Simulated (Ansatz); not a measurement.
```xyz
15

C     0.3166   -1.9522    0.8523
C     0.6600   -0.8882    0.1366
Ga    1.6872    0.7853    0.5261
C     0.0585   -0.5879   -1.2035
S    -0.2157    1.2183   -1.2090
C    -1.5758    1.3330   -0.0383
H     0.7370   -2.1412    1.8350
H    -0.3938   -2.6939    0.4860
H     1.3458    1.6380    1.8030
H     2.9972    1.0413   -0.3057
H     0.7790   -0.7442   -2.0127
H    -0.8648   -1.1205   -1.4538
H    -1.3604    0.7337    0.8474
H    -1.6708    2.3805    0.2459
H    -2.5000    0.9980   -0.5093
```

Geometry: PBE0-D4/def2-TZVP.

These are results of RKS PBE0-D4/def2-TZVPP in Ansatz 0.2.0, not measurements.

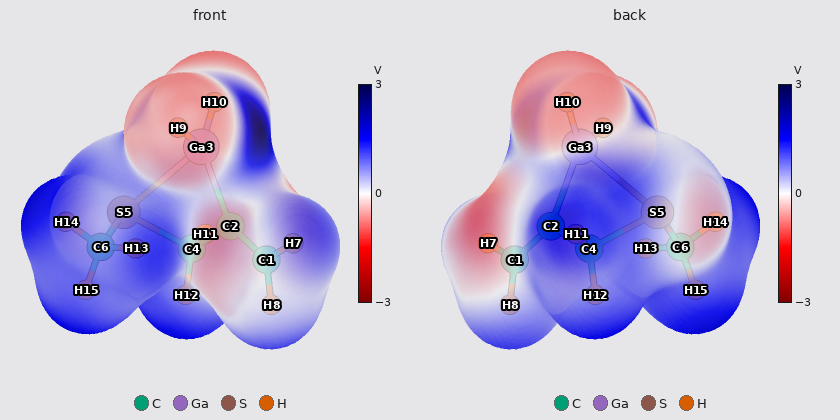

C₄H₉GaS. The molecular electrostatic potential painted on the density surface at 0.004 e/bohr³, seen from the front and from behind; red is negative and blue positive.

### Where is the surface potential most negative and most positive?

The most negative region (about −0.8 V) lies over C1 and C2, the most positive (about +2.5 V) over Ga3.
